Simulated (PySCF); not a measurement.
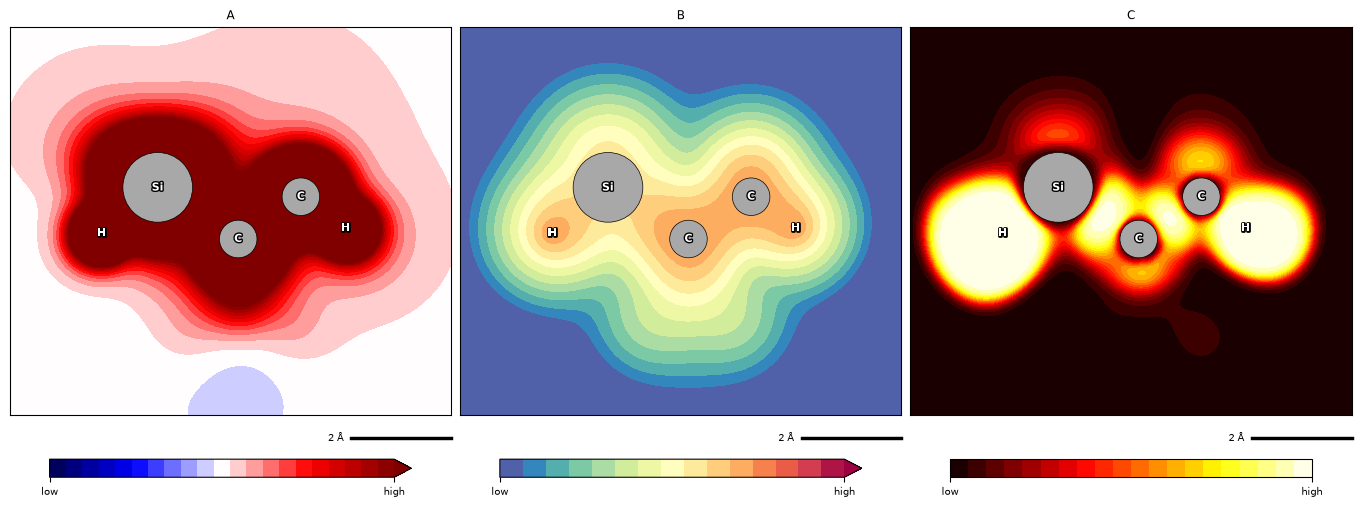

C₃H₉ClSi: 3 fields on the plane of atoms C1, C2 and Si4, with unlabelled colour scales. Grey discs cover the atomic cores.

Geometry: GFN2-xTB.

These are results of PySCF 2.14.0, CAM-B3LYP/def2-SVPD, SCF density, gas phase, not measurements.

### The panels show electron density, electron localisation function and electrostatic potential in some order. Assign them.

Panel A: electrostatic potential (strongly positive close to the atoms and fading to about zero outside). Panel B: electron density. Panel C: electron localisation function. From the grid: C–C (1.52 Å): ρ is about 1.7 e/Å³ halfway; the ELF peaks at about 0.95 between the atoms (a covalent bond). C–Si (1.92 Å): ρ is about 0.94 e/Å³ halfway; the ELF peaks at about 1 between the atoms, as expected for a covalent bond.
